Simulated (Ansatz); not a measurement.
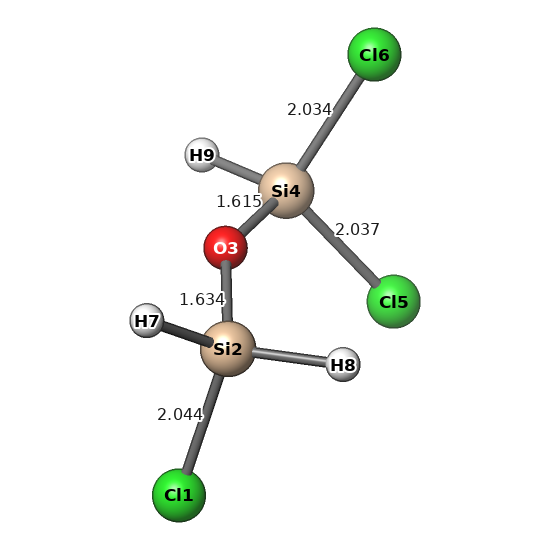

Bond lengths are marked in Å; every bond is drawn as one stick. The computed structure is the end point of a PBE0-D4/def2-TZVP optimisation. No frequency run is at hand to confirm it as a minimum.

**Which of the marked bonds are single, double, triple or aromatic?**

Cl1–Si2 single; Si2–O3 single; O3–Si4 single; Si4–Cl5 single; Si4–Cl6 single.

**Give the structure as SMILES.**

Cl[SiH2]O[SiH](Cl)Cl
